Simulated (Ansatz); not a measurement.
GePH$_{5}$Cl$_{2}$: geometry relaxation (part 1 of 2)

GePH$_{5}$Cl$_{2}$, computed with RKS B3LYP/def2-SVP (Ansatz 0.2.0).

The input holds or restrains some coordinates. Forces given for the steps count only the free coordinates. It belongs to a series of runs on one base structure; here: pulled along the bonds that form and break, towards end B. Figures and captions count atoms from 1; the log counts them from 0 in places.

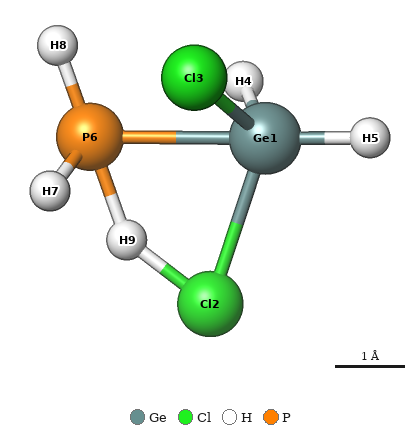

**Figure 1.** The structure as given in the input (ball-and-stick view, seen at a tilt; atoms are numbered from 1 in the order of the input). Sticks mark near contacts. Bond lengths as drawn: Cl–Ge 2.22 to 2.57 Å, Cl–H 1.54 Å, Ge–H 1.55 Å, Ge–P 2.57 Å and H–P 1.42 to 1.60 Å.

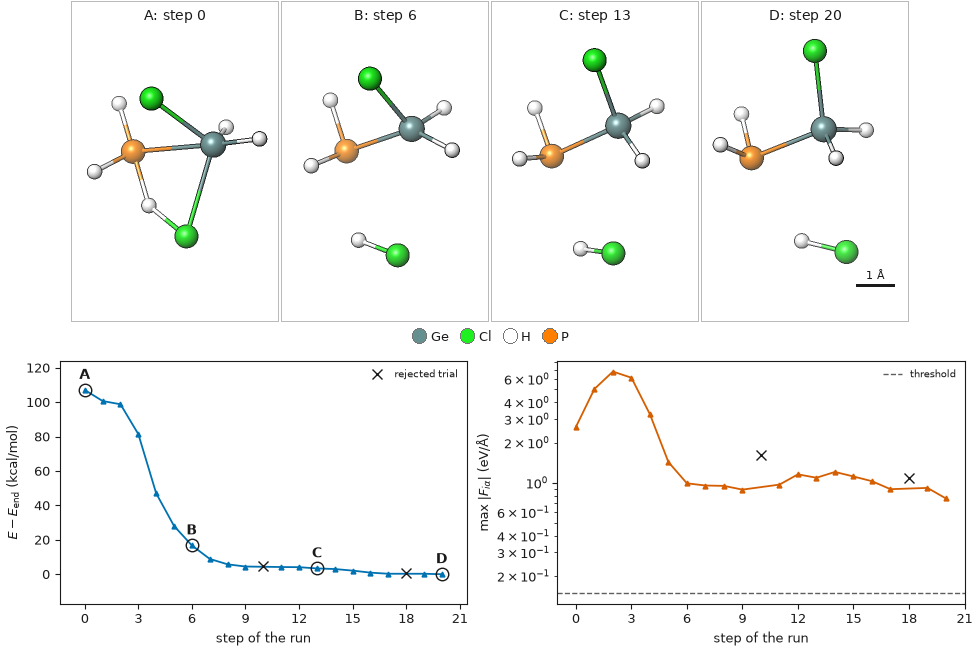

**Figure 2.** Frames of the restrained relaxation (ball-and-stick view, seen at a tilt) above the curves, on which the letters mark them (the first geometry is step 0 here and step 1 in the log).

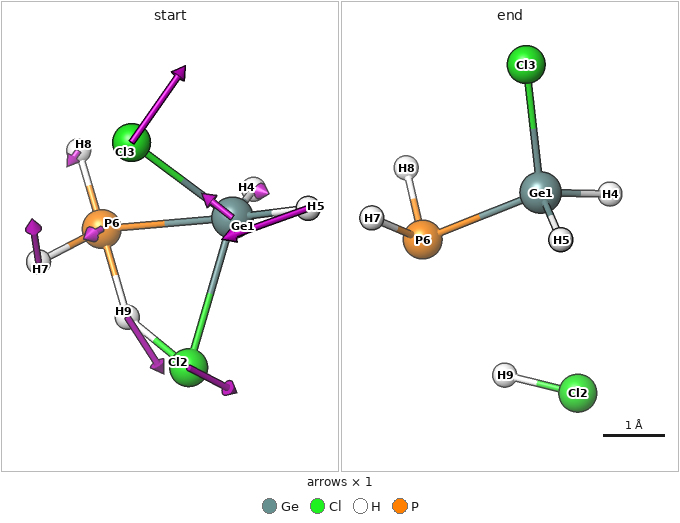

**Figure 3.** Before (left) and after (right) the restrained relaxation, at one scale (ball-and-stick view, seen at a tilt). The pink arrows give the displacements, at true length. Cl3 moves most after the best rigid fit: 1.60 Å. By element the largest moves are Cl 1.60 Å, H 1.55 Å, Ge 0.68 Å, P 0.50 Å. Distances before and after: P6–H9 1.601 → 2.619 Å, Ge1–Cl2 2.570 → 3.426 Å, Ge1–P6 2.570 → 2.291 Å, Cl2–H9 1.538 → 1.337 Å. Bonds break: Ge1–Cl2 (2.57 → 3.43 Å), P6–H9 (1.60 → 2.62 Å). Among the angles that change: H5–Ge1–P6 176.5° → 110.9°, Cl3–Ge1–P6 67.1° → 110.0°, H4–Ge1–P6 72.9° → 110.4°. The energy falls by 107.1 kcal/mol in 20 geometry steps. The largest force component goes from 2.6 to 0.76 eV/Å. The line search rejected the trial steps at points 10, 18 (counted from 0) and went back. (Atoms are counted from 1 in the order of the input.)

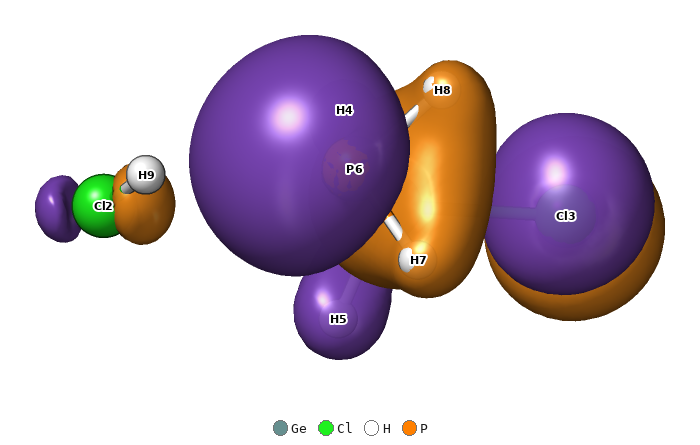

**Figure 4.** The HOMO at ±0.08 Å⁻³ᐟ² (orange and purple are the two phases), seen from the side. Its energy is −7.53 eV.

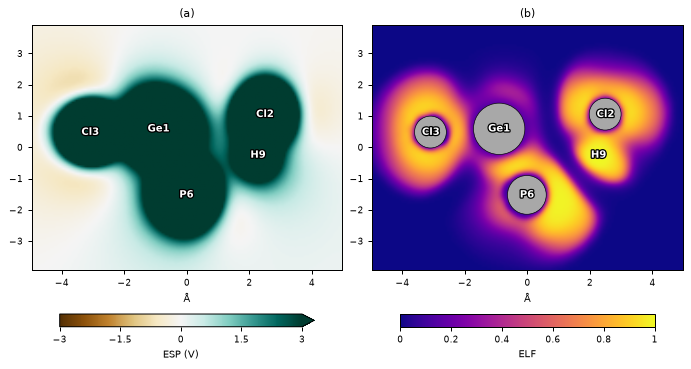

**Figure 5.** (a) molecular electrostatic potential; (b) electron localisation function on the plane of atoms Cl3, Ge1 and P6. Grey discs, where drawn, cover atomic cores. Atoms in the plane: Ge, Cl, P and H. Ge–Cl (2.20 Å): the ELF peaks at about 0.85 in the valence shell of Cl, 0.9 Å from its nucleus, and is about 0.65 at the midpoint. Ge–P (2.29 Å): the ELF peaks at about 0.90 between the atoms (a covalent bond).

The input that produced these results follows, with the program's output.

**The input**
```yaml
crystal:
  periodic: [false, false, false]
  atoms:
    - { symbol: Ge, position_ang: [0.0, 0.0, 0.0] }
    - { symbol: Cl, position_ang: [0.0, 0.0, 2.57] }
    - { symbol: Cl, position_ang: [2.0935, 0.0, -0.7393] }
    - { symbol: H, position_ang: [-0.73, 1.2648, -0.5162] }
    - { symbol: H, position_ang: [-0.73, -1.2648, -0.5162] }
    - { symbol: P, position_ang: [1.3478, 2.0326, 0.8104] }
    - { symbol: H, position_ang: [2.4401, 1.5915, 1.6033] }
    - { symbol: H, position_ang: [1.8381, 2.7536, -0.3104] }
    - { symbol: H, position_ang: [0.8047, 1.2136, 2.0743] }
basis:
  gaussian: { orbitals: def2-SVP }
hamiltonian:
  xc: b3lyp
relax:
  f_tol: 0.15
  max_steps: 25
  restrain:
    - { distance: [0, 5], at: 2.27, k: 30.0 }
    - { distance: [8, 1], at: 1.37, k: 30.0 }
    - { distance: [0, 1], at: 3.42, k: 30.0 }
    - { distance: [8, 5], at: 2.62, k: 30.0 }
output:
  orbitals: {}
```

Launched with:
```bash
ansatz run input.yaml --threads 4 --pin off --max-ram 5120MiB --backend cpu --events-out ev --progress --plain --runs-dir out
```

**What the program printed**
```
The last accepted step is kept in [file] (removed where the run ends without a failure and the disk answers)
Engine: ansatz 0.2.0, aarch64-unknown-linux-gnu
Functional definition: B3LYP
  parameter a0 = 0.2
  parameter ax = 0.72
  parameter ac = 0.81
  exchange = (1 - a0 - ax)*slater_x + ax*b88_x + a0*exact_x
  correlation = (1 - ac)*vwn_rpa_c + ac*lyp_c
1135 factors; integrals over basis functions are off by at most 3.6e-4 eV
mean field evaluation 1: about -90913.5243 eV, gradient 2.6e1 eV
mean field evaluation 2: about -90904.3125 eV, gradient 5.6e1 eV
mean field evaluation 4: about -90915.0576 eV, gradient 3.3e0 eV
mean field evaluation 8: about -90915.1033 eV, gradient 5.2e-2 eV
mean field evaluation 16: about -90915.1033 eV, gradient 7.1e-5 eV
mean field -90915.10326831 eV, -3341.0684206399 hartree, gradient 7.1e-5 eV, S^2 0.000000; 0 other end points of the search recorded, 0 dependent functions left out
the calculation of the forces begins
reference -90915.10351579 eV, -3341.0684297348 hartree; 43, 43 occupied and 68, 68 virtual orbitals, 1135 factors
relax step   1: F+E_penalty+E_count = -90915.10326831 eV  Δ(F+E_penalty+E_count) = +0.000e0 eV  max|allowed force component| = 2.619e0 eV/Å  E_restraint = 28.18748327 eV  max|allowed force component, restraints' pulls added| = 2.671e1 eV/Å  Δτ_max = 0.0000 Å  (28 SCF iters, accepted)
  distance Ge 0 - P 5 = 2.5700 Å
  distance H 8 - Cl 1 = 1.5382 Å
  distance Ge 0 - Cl 1 = 2.5700 Å
  distance H 8 - P 5 = 1.6010 Å
these checks for a lower state are left out or cut short: starts, cluster_reference, orbital_swaps, neighbouring_geometries, increment
1135 factors; integrals over basis functions are off by at most 2.6e-4 eV
mean field -90915.38161752 eV, -3341.0786497848 hartree, gradient 9.9e-6 eV, S^2 0.000000; 0 other end points of the search recorded, 0 dependent functions left out
[... from here on the field's lines of each further geometry are left out, up to the last ...]
relax step   2: F+E_penalty+E_count = -90915.38161752 eV  Δ(F+E_penalty+E_count) = -2.783e-1 eV  max|allowed force component| = 5.041e0 eV/Å  E_restraint = 13.29483944 eV  max|allowed force component, restraints' pulls added| = 1.885e1 eV/Å  Δτ_max = 0.1947 Å  (35 SCF iters, accepted)
relax step   3: F+E_penalty+E_count = -90915.46358564 eV  Δ(F+E_penalty+E_count) = -8.197e-2 eV  max|allowed force component| = 6.811e0 eV/Å  E_restraint = 5.04201221 eV  max|allowed force component, restraints' pulls added| = 1.083e1 eV/Å  Δτ_max = 0.1947 Å  (31 SCF iters, accepted)
relax step   4: F+E_penalty+E_count = -90916.21694405 eV  Δ(F+E_penalty+E_count) = -7.534e-1 eV  max|allowed force component| = 6.123e0 eV/Å  E_restraint = 1.21690938 eV  max|allowed force component, restraints' pulls added| = 4.692e0 eV/Å  Δτ_max = 0.1946 Å  (32 SCF iters, accepted)
relax step   5: F+E_penalty+E_count = -90917.70954862 eV  Δ(F+E_penalty+E_count) = -1.493e0 eV  max|allowed force component| = 3.260e0 eV/Å  E_restraint = 0.17848851 eV  max|allowed force component, restraints' pulls added| = 1.735e0 eV/Å  Δτ_max = 0.1949 Å  (29 SCF iters, accepted)
relax step   6: F+E_penalty+E_count = -90918.53140169 eV  Δ(F+E_penalty+E_count) = -8.219e-1 eV  max|allowed force component| = 1.428e0 eV/Å  E_restraint = 0.04933571 eV  max|allowed force component, restraints' pulls added| = 7.970e-1 eV/Å  Δτ_max = 0.1948 Å  (27 SCF iters, accepted)
relax step   7: F+E_penalty+E_count = -90919.02260569 eV  Δ(F+E_penalty+E_count) = -4.912e-1 eV  max|allowed force component| = 9.899e-1 eV/Å  E_restraint = 0.04114082 eV  max|allowed force component, restraints' pulls added| = 7.849e-1 eV/Å  Δτ_max = 0.2000 Å  (27 SCF iters, accepted)
relax step   8: F+E_penalty+E_count = -90919.36154161 eV  Δ(F+E_penalty+E_count) = -3.389e-1 eV  max|allowed force component| = 9.530e-1 eV/Å  E_restraint = 0.03301094 eV  max|allowed force component, restraints' pulls added| = 4.663e-1 eV/Å  Δτ_max = 0.2000 Å  (27 SCF iters, accepted)
relax step   9: F+E_penalty+E_count = -90919.49780358 eV  Δ(F+E_penalty+E_count) = -1.363e-1 eV  max|allowed force component| = 9.471e-1 eV/Å  E_restraint = 0.02985583 eV  max|allowed force component, restraints' pulls added| = 2.374e-1 eV/Å  Δτ_max = 0.2000 Å  (27 SCF iters, accepted)
relax step  10: F+E_penalty+E_count = -90919.55305105 eV  Δ(F+E_penalty+E_count) = -5.525e-2 eV  max|allowed force component| = 8.879e-1 eV/Å  E_restraint = 0.03404823 eV  max|allowed force component, restraints' pulls added| = 2.020e-1 eV/Å  Δτ_max = 0.2000 Å  (27 SCF iters, accepted)
relax step  11: F+E_penalty+E_count = -90919.53490087 eV  Δ(F+E_penalty+E_count) = +1.815e-2 eV  max|allowed force component| = 1.604e0 eV/Å  E_restraint = 0.02032490 eV  max|allowed force component, restraints' pulls added| = 1.345e0 eV/Å  Δτ_max = 0.1986 Å  (27 SCF iters, rejected (line search))
relax step  12: F+E_penalty+E_count = -90919.56561744 eV  Δ(F+E_penalty+E_count) = -1.257e-2 eV  max|allowed force component| = 9.681e-1 eV/Å  E_restraint = 0.03084029 eV  max|allowed force component, restraints' pulls added| = 1.149e-1 eV/Å  Δτ_max = 0.0993 Å  (26 SCF iters, accepted)
relax step  13: F+E_penalty+E_count = -90919.56954091 eV  Δ(F+E_penalty+E_count) = -3.923e-3 eV  max|allowed force component| = 1.156e0 eV/Å  E_restraint = 0.02363082 eV  max|allowed force component, restraints' pulls added| = 3.427e-1 eV/Å  Δτ_max = 0.0976 Å  (24 SCF iters, accepted)
relax step  14: F+E_penalty+E_count = -90919.60094031 eV  Δ(F+E_penalty+E_count) = -3.140e-2 eV  max|allowed force component| = 1.090e0 eV/Å  E_restraint = 0.02513571 eV  max|allowed force component, restraints' pulls added| = 2.186e-1 eV/Å  Δτ_max = 0.1497 Å  (26 SCF iters, accepted)
relax step  15: F+E_penalty+E_count = -90919.61631020 eV  Δ(F+E_penalty+E_count) = -1.537e-2 eV  max|allowed force component| = 1.205e0 eV/Å  E_restraint = 0.02911938 eV  max|allowed force component, restraints' pulls added| = 5.728e-1 eV/Å  Δτ_max = 0.1066 Å  (26 SCF iters, accepted)
relax step  16: F+E_penalty+E_count = -90919.65616007 eV  Δ(F+E_penalty+E_count) = -3.985e-2 eV  max|allowed force component| = 1.114e0 eV/Å  E_restraint = 0.02736671 eV  max|allowed force component, restraints' pulls added| = 4.208e-1 eV/Å  Δτ_max = 0.1930 Å  (27 SCF iters, accepted)
relax step  17: F+E_penalty+E_count = -90919.70703099 eV  Δ(F+E_penalty+E_count) = -5.087e-2 eV  max|allowed force component| = 1.027e0 eV/Å  E_restraint = 0.02322722 eV  max|allowed force component, restraints' pulls added| = 2.730e-1 eV/Å  Δτ_max = 0.1997 Å  (26 SCF iters, accepted)
relax step  18: F+E_penalty+E_count = -90919.73532396 eV  Δ(F+E_penalty+E_count) = -2.829e-2 eV  max|allowed force component| = 8.947e-1 eV/Å  E_restraint = 0.02339157 eV  max|allowed force component, restraints' pulls added| = 9.942e-2 eV/Å  Δτ_max = 0.1998 Å  (26 SCF iters, accepted)
relax step  19: F+E_penalty+E_count = -90919.72143944 eV  Δ(F+E_penalty+E_count) = +1.388e-2 eV  max|allowed force component| = 1.092e0 eV/Å  E_restraint = 0.01368831 eV  max|allowed force component, restraints' pulls added| = 8.740e-1 eV/Å  Δτ_max = 0.1938 Å  (26 SCF iters, rejected (line search))
relax step  20: F+E_penalty+E_count = -90919.73524799 eV  Δ(F+E_penalty+E_count) = +7.597e-5 eV  max|allowed force component| = 9.145e-1 eV/Å  E_restraint = 0.01838619 eV  max|allowed force component, restraints' pulls added| = 2.916e-1 eV/Å  Δτ_max = 0.0960 Å  (26 SCF iters, accepted)
the calculation of the forces begins
reference -90919.74778754 eV, -3341.2391035735 hartree; 43, 43 occupied and 68, 68 virtual orbitals, 1134 factors
relax step  21: F+E_penalty+E_count = -90919.74752692 eV  Δ(F+E_penalty+E_count) = -1.228e-2 eV  max|allowed force component| = 7.619e-1 eV/Å  E_restraint = 0.02402915 eV  max|allowed force component, restraints' pulls added| = 3.003e-2 eV/Å  Δτ_max = 0.0999 Å  (26 SCF iters, accepted)
  distance Ge 0 - P 5 = 2.2914 Å
  distance H 8 - Cl 1 = 1.3367 Å
  distance Ge 0 - Cl 1 = 3.4261 Å
  distance H 8 - P 5 = 2.6194 Å
1134 factors; integrals over basis functions are off by at most 3.1e-4 eV
mean field evaluation 160: about -90918.9013 eV, gradient 2.3e1 eV
mean field -90919.74752692 eV, -3341.2390939960 hartree, gradient 1.1e-5 eV, S^2 0.000000; 1 other end points of the search recorded, 0 dependent functions left out
the calculation of the forces begins
reference -90919.74778754 eV, -3341.2391035735 hartree; 43, 43 occupied and 68, 68 virtual orbitals, 1134 factors
Total energy: -90919.74778754 eV, -3341.2391035735 hartree
Atom 0 at     0.549661     0.316381    -0.240152 Å, force    -0.227094    -0.422877    -0.517098 eV/Å
Atom 1 at    -1.041990     0.262577     2.793345 Å, force     0.597307     0.761863     0.191051 eV/Å
Atom 2 at     1.498098     0.147024    -2.218390 Å, force    -0.004207    -0.001760     0.008729 eV/Å
Atom 3 at    -0.892888     0.777493    -0.499421 Å, force    -0.000059    -0.003658     0.000448 eV/Å
Atom 4 at     0.627753    -1.077658     0.397043 Å, force     0.007216    -0.006089    -0.007770 eV/Å
Atom 5 at     1.663279     1.860738     1.034732 Å, force     0.320094     0.427186     0.359471 eV/Å
Atom 6 at     2.946272     1.254910     0.893036 Å, force    -0.001801     0.006702    -0.006839 eV/Å
Atom 7 at     1.852572     2.802866    -0.018407 Å, force    -0.005237    -0.003394     0.007030 eV/Å
Atom 8 at    -0.138557     1.246970     2.834112 Å, force    -0.686221    -0.757973    -0.035022 eV/Å
Dipole moment:     0.096294     0.231118     0.286876 e Å
```

**Trajectory as extended XYZ (Å, eV, eV/Å), 21 frames, from step=1 to step=21**
```
9
Properties=species:S:1:pos:R:3:forces:R:3 step=1 energy=-90915.10327
Ge    0.0000    0.0000    0.0000    0.9953   1.8034  -0.2997
Cl    0.0000    0.0000    2.5700   -0.1670  -0.4107   0.4806
Cl    2.0935    0.0000   -0.7393    1.0612  -2.6191  -2.4375
H    -0.7300    1.2648   -0.5162   -0.8074  -0.3532  -0.5146
H    -0.7300   -1.2648   -0.5162    0.1568  -0.2182   0.5884
P     1.3478    2.0326    0.8104   -0.5323   1.5639   1.8224
H     2.4401    1.5915    1.6033    0.9935   0.1092  -0.8810
H     1.8381    2.7536   -0.3104    0.1307   0.0087   0.2872
H     0.8047    1.2136    2.0743   -1.8308   0.1159   0.9541
```
